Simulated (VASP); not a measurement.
Band structure of Mg3Sb2 (a-la2o3). Method: revPBE GGA, VASP's PBE PAW potentials (set 64) (plane waves; VASP).

Unless said otherwise, spin-orbit coupling is left out, though it shifts the bands of the heavy elements here.

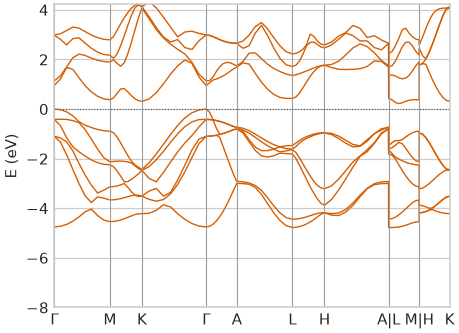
Figure: Bands along high-symmetry lines, zero at the valence-band maximum or, without a gap, the Fermi level

### Question
Read the plot: is there a gap, and where are the band edges?

### Answer
The gap is indirect, 0.22 eV, from the valence maximum at Γ to the conduction minimum at L-M at 0.33. (Edges off the drawn lines would not show.)

The compound is Mg3Sb2 in the a-la2o3 structure. It was relaxed first.
